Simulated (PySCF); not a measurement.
# [BH4]− (SMILES [H][B-]([H])([H])[H]) at 6 levels

We compute a comparison of 6 runs (SVWN5/STO-6G, r2SCAN/STO-6G, MP2/STO-6G, QCISD(T)/STO-6G, CISD/STO-6G, FCI/STO-6G) of [BH4]−. 

The results are computed with PySCF 2.14.0.

10 further runs of the same task are left out: 1 that didn't finish, 9 set aside as unsound or not needed.

## (1) Starting point

The species is [BH4]− (5 atoms), meant as a singlet with charge -1. As SMILES, `[H][B-]([H])([H])[H]`. The B1–H4 distance was set to 2.705 Å, away from the relaxed value. At this shape a bond of the SMILES string is far longer than usual.

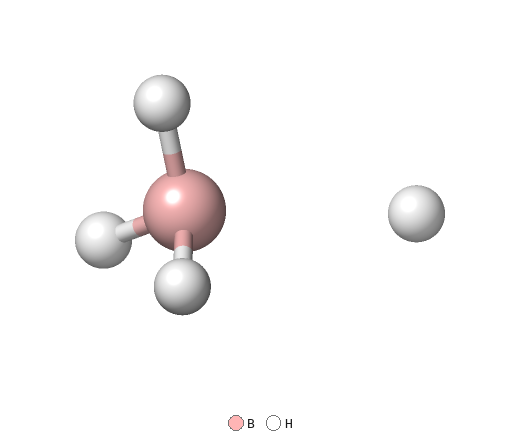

The structure, seen from a chosen angle (boron pink, hydrogen white).

## (2) The energy at SVWN5/STO-6G (run 1)

The input, run.py:

```python
from pyscf import gto, dft

mol = gto.M(
    atom=[
    ('B', (0.705096, -1.209750, 0.464946)),
    ('H', (0.716976, -1.230140, 1.694116)),
    ('H', (1.859746, -1.197720, 0.044186)),
    ('H', (-0.587600, 1.007810, -0.387560)),
    ('H', (0.126166, -2.208440, 0.044306)),
],
    spin=0,
    basis='sto-6g',
    max_memory=1860,
    charge=-1,
    verbose=3,
)

mf = dft.RKS(mol)
mf.xc = 'svwn'
mf.conv_tol = 1e-10
mf.grids.level = 5
mf.kernel()
if not mf.converged:
    mf = mf.newton().run(mf.mo_coeff, mf.mo_occ)

e_tot = mf.e_tot
print('E = %.10f Eh' % e_tot)
```

Launch:

```bash
OMP_NUM_THREADS=1 python run.py
```

The program printed:

```text
converged SCF energy = -26.5316160214855
E = -26.5316160215 Eh
```

Wall time 1.4 s (1 thread of Arm Neoverse V2, shared host); peak memory 0.13 GiB.

## (3) The energy at r2SCAN/STO-6G (run 2)

The input, geometry.xyz:

```xyz
5

B      0.705096    -1.209750     0.464946
H      0.716976    -1.230140     1.694116
H      1.859746    -1.197720     0.044186
H     -0.587600     1.007810    -0.387560
H      0.126166    -2.208440     0.044306
```

The input, run.py:

```python
from pyscf import gto, dft

molecule = gto.M(
    atom='geometry.xyz',
    verbose=3,
    spin=0,
    charge=-1,
    max_memory=1860,
    basis='sto-6g',
)

mf = dft.RKS(molecule, xc='r2scan')
mf.grids.level = 5
mf.conv_tol = 1e-10
mf.kernel()
if not mf.converged:
    mf = mf.newton().run(mf.mo_coeff, mf.mo_occ)

e_tot = mf.e_tot
print('Final energy', e_tot)
```

Launch:

```bash
OMP_NUM_THREADS=1 python run.py
```

The program printed:

```text
converged SCF energy = -26.8671279954447
Final energy -26.867127995444704
```

Run time: 2.5 s. Hardware: 1 thread of Arm Neoverse V2, shared host; peak memory 0.16 GiB.

Runs 3 to 5 aren't shown in full; the table further down has their settings and results.

## (4) The energy at FCI/STO-6G (run 6)

The input, job.py:

```python
from pyscf import gto, scf, mcscf
from pyscf import fci

mol = gto.M(
    atom='''
B    0.705096  -1.209750   0.464946
H    0.716976  -1.230140   1.694116
H    1.859746  -1.197720   0.044186
H   -0.587600   1.007810  -0.387560
H    0.126166  -2.208440   0.044306
''',
    verbose=4,
    spin=0,
    basis='sto-6g',
    charge=-1,
    max_memory=1860,
)

myscf = scf.RHF(mol)
myscf.conv_tol = 1e-10
myscf.kernel()
if not myscf.converged:
    myscf = myscf.newton().run(myscf.mo_coeff, myscf.mo_occ)

cas = mcscf.CASCI(myscf, myscf.mo_coeff.shape[-1] - 1, (mol.nelec[0] - 1, mol.nelec[1] - 1))  # full CI above the frozen core
cas.fcisolver = fci.direct_spin0.FCI(mol)  # even spin states alone
cas.kernel()
print('<S^2> = %.4f' % cas.fcisolver.spin_square(cas.ci, cas.ncas, cas.nelecas)[0])
energy = cas.e_tot
print('E(%s) = %.9f' % ('FCI', energy))
```

Launch:

```bash
OMP_NUM_THREADS=1 python job.py
```

The program printed:

```text
PySCF version 2.14.0

[... 55 lines left out ...]
converged SCF energy = -26.5532488103033
[... 1 line left out ...]
******** <class 'pyscf.mcscf.casci.CASCI'> ********
CAS (4e+4e, 8o), ncore = 1, nvir = 0
natorb = False
canonicalization = True
sorting_mo_energy = False
******** <class 'pyscf.fci.direct_spin0.FCISolver'> ********
max. cycles = 100
conv_tol = 1e-10
davidson only = False
linear dependence = 1e-14
level shift = 0.001
max iter space = 12
nroots = 1
pspace_size = 400
spin = None
Density matrix diagonal elements [1.97896004 1.97408079 1.97405161 1.58501389 0.41852691 0.02344367
 0.02341731 0.02250578]
CASCI converged
CASCI E = -26.6822168146255  E(CI) = -10.4480078003297  S^2 = 0.0000000
<S^2> = 0.0000
E(FCI) = -26.682216815
```

Wall time 0.6 s (1 thread of Arm Neoverse V2, shared host); peak memory 0.12 GiB.

## (5) The series

```
run            level  integration grid  frozen core orbitals  energy (Eh)  HOMO energy (eV)  LUMO energy (eV)  HOMO–LUMO gap (eV)  wall time
  1     SVWN5/STO-6G                 5                     –   -26.531616              6.04              8.53                2.49      1.4 s
  2    r2SCAN/STO-6G                 5                     –   -26.867128              5.69              8.32                2.63      2.5 s
  3       MP2/STO-6G                 –                     1   -26.630853              3.46             12.89                9.42     0.56 s
  4  QCISD(T)/STO-6G                 –                     1   -26.683355              3.46             12.89                9.42     0.56 s
  5      CISD/STO-6G                 –                     1   -26.666805              3.46             12.89                9.42     0.52 s
  6       FCI/STO-6G                 –                     1   -26.682217              3.46             12.89                9.42      0.6 s
```

## (6) Outcome

| quantity | value |
| --- | --- |
| run 6: total energy | -26.68222 Eh |
| run 6: HOMO energy (Hartree–Fock orbitals) | 3.46 eV |
| run 6: LUMO energy (Hartree–Fock orbitals) | 12.89 eV |
| run 6: HOMO–LUMO gap (to an unbound level, set by the basis) | 9.42 eV |
| run 6: correlation energy (1 core orbital frozen) | -129.0 mEh |

**Reading.** Against full CI in this basis: MP2 +51.4 mEh; QCISD(T) -1.1 mEh; CISD +15.4 mEh. Totals of different functionals can't be ranked against each other. In runs 1, 2, 3, 4, 5, 6 the HOMO lies above zero, so the outermost electron may be held by the basis alone. In run 4 the T1 diagnostic is large, so a single reference may not serve. In runs 1, 2, 3, 4, 5, 6 the basis is minimal, so the values are rough. All runs together took 6.1 s, the longest 2.5 s.
